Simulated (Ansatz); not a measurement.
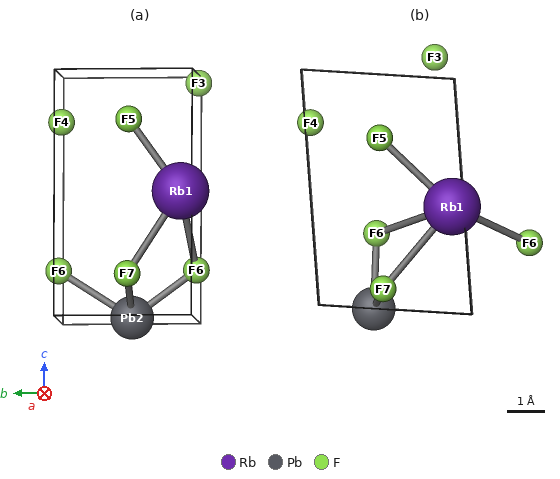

The structure of solid RbPbF5 (built on the SiSnPd5-123 type type) before (left) and after (right) a relaxation, at one scale.

A ball-and-stick model of the cell of the calculation, seen from a free direction.

Case: shaken.

Method: DFT, PBEsol, plane waves, PAW in Ansatz.

The input:
```yaml
crystal:
  lattice:
    - [3.8201497471, 0.0120926971, 0.0361637085]
    - [0.0120926971, 3.7968458812, -0.0067287578]
    - [0.0655030329, -0.0121877446, 6.8001907778]
  atoms:
    - { symbol: Rb, position: [0.0586023025, 0.0855754601, 0.5047626138] }
    - { symbol: Pb, position: [0.5101383653, 0.4643140464, 0.0079412279] }
    - { symbol: F, position: [-0.0670789363, 0.0150414043, -0.0262987742] }
    - { symbol: F, position: [0.4570487787, -0.0216596385, 0.8006391795] }
    - { symbol: F, position: [0.0246618671, 0.4614051133, 0.7968440184] }
    - { symbol: F, position: [0.5061616416, -0.000966958, 0.1991311053] }
    - { symbol: F, position: [0.0311487343, 0.4693504442, 0.1699429744] }
kpoints:
  mp_grid: { grid: [4, 4, 4] }
hamiltonian:
  xc: pbesol
scf:
  occupations: { method: fermi_dirac, width: 0.05 }
relax:
  f_tol: 0.01
  cell: {}
  max_steps: 120
```

Command:
```bash
ansatz run input.yaml --threads 4 --pin off --max-ram 4608MiB --backend cpu --events-out ev --progress --plain --runs-dir out
```

Question: Describe what moved and what it gained.

Answer: The largest move relative to the cell is that of F6, 1.81 Å roughly along [0 −3 1]. Largest moves by element: F 1.81 Å, Pb 1.03 Å, Rb 0.33 Å. The drawn cell changes as follows: a 3.820 → 4.248 Å (+11.2 %), b 3.797 → 4.254 Å (+12.0 %), c 6.801 → 6.590 Å (−3.1 %), α 90.2° → 81.0°, β 88.9° → 80.0°, γ 89.6° → 82.6°; the volume changes by +16.8 %. Some distances before and after: Pb2–F6 2.197 → 4.693 Å, Rb1–F6 4.575 → 2.968 Å, Pb2–F5 2.367 → 3.930 Å, Rb1–F3 4.878 → 3.334 Å. New bonds form, among them: Rb1–F3 (4.88 → 3.33 Å), Rb1–F6 (4.39 → 3.19 Å), Rb1–F6 (4.57 → 2.97 Å). Bonds break, among them: Pb2–F4 (2.33 → 3.68 Å), Pb2–F5 (2.37 → 3.93 Å), Pb2–F6 (2.20 → 4.69 Å). Among the angles between lasting bonds that change: F4–Pb2–F6 68.6° → 132.2°, F3–Pb2–F6 131.1° → 76.4°, F5–Pb2–F7 174.8° → 123.3°. The space group stays P1 (No. 1). The energy falls by 3.501 eV per cell of the calculation in 31 accepted moves (37 points after the start). Largest force component: 2 eV/Å at the start, 0.0096 eV/Å at the end. The pressure goes from 7.55 to 0.00 GPa. At 6 points the geometry stayed and the basis and grid were re-selected for the new cell (energy shift of 0.199 eV per cell of the calculation at most each time). Cost: 2.7 min on 4 threads of Arm Neoverse V1 (shared host), peak memory 0.5 GiB.
